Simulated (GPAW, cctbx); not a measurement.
# (NaCl)2(CaS)2: deformation density and structure factors from DFT

Aim: compute the bonding part of the density of (NaCl)2(CaS)2, find which reflections carry it, and see how it biases an ordinary refinement.

The cell is a (NaCl)2(CaS)2 superlattice along [001] of the rock-salt type, started at the mean lattice constant and relaxed freely, with no substrate. All numbers below are calculated.

## 1. Relax the structure

The density hangs on the geometry, so cell and atoms are relaxed first, with the symmetry held. The cutoff is set higher than for the density because stress converges slowly with plane waves.

Settings: GPAW 26.7.0, PBE, 570 eV, 6×6×2 k-points (along the axes of the calculation cell), Fermi–Dirac width 0.05 eV, BFGS to 0.03 eV/Å.

```text
cell
1.0
     4.037579721    0.000000000    0.000000000
     0.000000000    4.037579721    0.000000000
     0.000000000    0.000000000   11.420000000
Na Cl Ca S
2 2 2 2
Direct
0.500000000 0.000000000 0.875000000
0.000000000 0.500000000 0.125000000
0.000000000 0.500000000 0.875000000
0.500000000 0.000000000 0.125000000
0.500000000 0.000000000 0.375000000
0.000000000 0.500000000 0.625000000
0.000000000 0.500000000 0.375000000
0.500000000 0.000000000 0.625000000
```

```console
$ OMP_NUM_THREADS=1 mpirun -n 4 gpaw python run.py > gpaw.log
```

```text
BFGS:    0      -34.246933        0.237435
BFGS:    1      -34.249877        0.210020
BFGS:    2      -34.262300        0.037638
BFGS:    3      -34.262535        0.027834
cell  4.0347 4.0347 11.4238  90.00 90.00 90.00
volume 185.966 A^3, largest force 0.028 eV/A, largest stress 0.15 GPa
```

After 3 steps the volume has changed by -0.1 % and the energy by -0.016 eV; the largest stress left is 0.15 GPa. It took 72 s on 4 cores of Arm Neoverse V2 (shared host), peak memory 1.2 GiB.

Relaxed structure: P4/nmm (no. 129, origin choice 1), a = 4.0347 Å, b = 4.0347 Å, c = 11.4238 Å, α = 90.00°, β = 90.00°, γ = 90.00°.

| atom | mult. | x | y | z |
| --- | --- | --- | --- | --- |
| Ca1 | 2 | 1/2 | 0 | 0.3780 |
| Cl1 | 2 | 0 | 1/2 | 0.8771 |
| S1 | 2 | 0 | 1/2 | 0.3738 |
| Na1 | 2 | 1/2 | 0 | 0.8735 |

## 2. The all-electron density

X-rays see the whole electron density, so the PAW density is rebuilt with its core regions. Subtracting spherical free atoms from the same code cancels the cores and leaves the deformation density Δρ, the part due to bonding.

Settings: PBE, 450 eV, 6×6×3 k-points (along the axes of the calculation cell), Fermi–Dirac width 0.05 eV; primitive cell of 8 atoms.

```console
$ OMP_NUM_THREADS=1 mpirun -n 4 gpaw python run.py > gpaw.log
```

```text
|iter:   1|       0s |  -34.615514 | -0.09 |       |
|iter:   2|       1s |  -34.619809 | -1.47 | -1.21 |
|iter:   3|       2s |  -34.230613 | -1.44 | -1.25 |
...
|iter:   8|       7s |  -34.201629c| -5.86 | -3.37 |
|iter:   9|       7s |  -34.201632c| -7.02 | -3.96 |
|iter:  10|       8s |  -34.201632c| -7.56c| -4.61c|
```

```text
grid (40, 40, 112)  electrons 128.000  moved by bonding 1.636 e
deformation density beyond 0.5 A of the nuclei: max 0.102, min -0.033 e/A^3
atom        x       y       z   Voronoi charge  moment
Ca1    0.5000  0.0000  0.3780      0.263       0.00
Ca2    0.0000  0.5000  0.6220      0.263       0.00
Cl3    0.0000  0.5000  0.8771     -0.187       0.00
Cl4    0.5000  0.0000  0.1229     -0.187       0.00
S 5    0.0000  0.5000  0.3738     -0.347       0.00
S 6    0.5000  0.0000  0.6262     -0.347       0.00
Na7    0.5000  0.0000  0.8735      0.271       0.00
Na8    0.0000  0.5000  0.1265      0.271       0.00
mean inner potential of superposed free atoms 12.413 V
total magnetic moment 0.000 muB
```

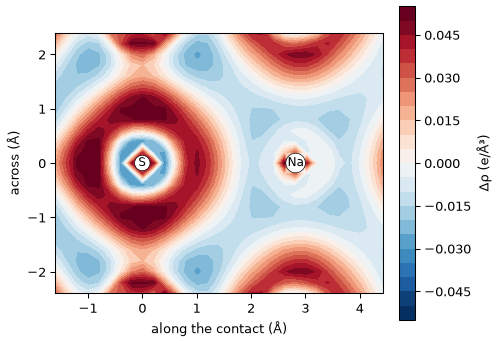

Deformation density in a plane through the shortest contact of the S atom at the origin; red gains electrons, blue loses them.

S gains most (-0.35 e) and Na loses most (+0.27 e), which isn't the order of electronegativity: valence and coordination count too, and Voronoi cells cut space at the midplane whatever the atoms' sizes. Such charges fall far short of formal ones, since overlapping free atoms already put density on their neighbours. Along the shortest contact from the S atom at the map's origin, S–Na at 2.82 Å, Δρ is +0.02 e/Å³ at the midpoint and highest, +0.05, 1.03 Å from S (points within 0.5 Å of a nucleus left out): little piles up between the atoms. At the midpoints of other shortest contacts it is +0.03 (Ca–S, 2.84 Å), +0.01 (Cl–Na, 2.85 Å) and +0.01 (Ca–Cl, 2.91 Å) e/Å³. Point values carry grid noise of about 0.01 e/Å³. The run needed 10 iterations, 13 s.

## 3. Structure factors

The Fourier components of Δρ, added to those of the free atoms, give the static X-ray structure factors; the Mott–Bethe relation turns them into the Fourier components V of the potential that fast electrons feel.

```text
static structure factors of the conventional cell: F in electrons, V (Mott-Bethe) in volts
   h  k  l      d  |F| table  |F| free   |F| DFT   change   |V| free  |V| DFT  change %
   0  0  1 11.4238    10.921    10.974    11.141    0.167     1.690    1.153    -31.7
   0  0  2  5.7119     1.348     1.352     1.372    0.020     0.124    0.108    -13.0
   0  0  3  3.8079     7.976     8.024     8.349    0.325     0.965    0.849    -12.0
   1  0  1  3.8044    10.413    10.446    10.409   -0.037     0.899    0.912      1.5
   1  0  2  3.2955     2.803     2.820     3.544    0.723     0.320    0.127    -60.5
   0  0  4  2.8559    96.378    96.405    97.259    0.853     6.313    6.142     -2.7
   1  1  0  2.8530    96.484    96.511    97.313    0.802     6.317    6.156     -2.5
   1  0  3  2.7693    12.727    12.759    12.874    0.115     0.915    0.893     -2.4
   1  1  1  2.7680     7.632     7.678     7.836    0.159     0.722    0.692     -4.2
   1  1  2  2.5523     1.070     1.071     1.087    0.016     0.070    0.067     -3.7
   1  0  4  2.3311     0.860     0.862     0.835   -0.027     0.057    0.060      6.4
   0  0  5  2.2848     7.606     7.656     7.764    0.108     0.583    0.569     -2.4
   1  1  3  2.2832     6.469     6.528     6.529    0.001     0.539    0.539     -0.0
   1  1  4  2.0184    82.563    82.567    82.485   -0.082     4.543    4.551      0.2
```

The largest X-ray change is +0.85 e on 004, 0.9 % of |F|. For electrons V goes as (Z − F)/g², so a change of F counts against Z − F, which is small at low angle and wherever the atoms' terms cancel: |V| of 102 moves by -60.5 % (0.32 to 0.13 V) against +25.6 % in |F|. These compare absolute values; so weak a component may also change sign. The tabulated Hartree–Fock atoms differ from the free DFT atoms by up to 0.06 e, so the choice of reference atom matters too.

## 4. Convergence

Cheaper settings are set against the first, tightest run to find what the result needs. Some rows differ from it in more than one setting, so each label gives them all, and single effects show between rows that share the rest.

| run | ΔF 004 (e) | ΔF 110 (e) | ΔF 102 (e) | q(S) (e) | moved (e) | time |
| --- | --- | --- | --- | --- | --- | --- |
| 450 eV 6×6×3 | +0.853 | +0.802 | +0.723 | -0.347 | 1.636 | 13 s |
| 250 eV 5×5×2 | +0.838 | +0.787 | +0.736 | -0.351 | 1.580 | 6.2 s |
| 350 eV 5×5×2 | +0.850 | +0.799 | +0.724 | -0.348 | 1.620 | 9.8 s |

Within 0.02 e of the base on all three: 250 eV 5×5×2 and 350 eV 5×5×2. The largest error, 0.015 e, comes with 250 eV 5×5×2. Times are from shared hosts.

## 5. Refining ordinary atoms against data with bonding

Routine crystallography fits spherical atoms. To see the bias, intensities are simulated from tabulated atoms plus the DFT change ΔF, so that bonding alone can misfit (8386 reflections of the full sphere, merged to the counts below, to 0.45 Å, 0.5 % proportional noise plus counting noise, assumed isotropic U as listed, Δρ smeared by the mean U) and refined with cctbx over different ranges.

| range | data | R1 | GooF | U Ca1 (true 0.0106) | U Cl1 (true 0.0111) | U S1 (true 0.0113) | U Na1 (true 0.0126) | largest shift (Å) | Δρ max, min (e/Å³) |
| --- | --- | --- | --- | --- | --- | --- | --- | --- | --- |
| all data | 695 | 0.0092 | 1.10 | 0.0106 | 0.0111 | 0.0112 | 0.0126 | 0.0002 | 0.27, -0.23 |
| low resolution, d > 0.84 | 130 | 0.0066 | 1.51 | 0.0108 | 0.0112 | 0.0113 | 0.0126 | 0.0005 | 0.09, -0.08 |
| high order, d < 0.75 | 520 | 0.0114 | 0.98 | 0.0106 | 0.0111 | 0.0113 | 0.0126 | 0.0002 | 0.21, -0.19 |
| occupancies free, d > 0.7 | 212 | 0.0069 | 1.27 | 0.0105 | 0.0113 | 0.0114 | 0.0122 | 0.0003 | 0.10, -0.09 |

With all data GooF is 1.10, diluted by the many high-angle data; the misfit shows at low resolution; the top residual peak lies 0.41 Å from S and 2.42 Å from Ca. No U is off by more than 3 s.u. at low resolution. With Ca1 held at 1 and the scale free, the other occupancies refine to Cl1 1.007(0.002), S1 1.008(0.002) and Na1 0.996(0.002), on sites that are all full: they absorb part of the misfit, and only ratios to the fixed site mean anything.

## 6. Answer

Bonding moves 1.64 e in the primitive cell of (NaCl)2(CaS)2 and changes the structure factors of the conventional cell in the table above by at most 0.85 e (004, 0.9 %), and among reflections above 2 % of the strongest by up to 25.6 % (102). The shortest bond, S–Na, has Δρ = +0.02 e/Å³ at its midpoint. Within 0.02 e of the base on all three: 250 eV 5×5×2 and 350 eV 5×5×2. The largest error, 0.015 e, comes with 250 eV 5×5×2. With all data GooF is 1.10, diluted by the many high-angle data. Limits: static density, frozen cores, no spin–orbit coupling.

[Outputs are excerpts: Python notices, other lines and further rows are left out; steps that failed or that the build refused (PBEsol, TPSS) are not shown.]

[Logs are printed without paths, hosts, clocks, repeated set-up lines and the standing remarks that a program may print on its own settings, such as how far it seeks lower states.]
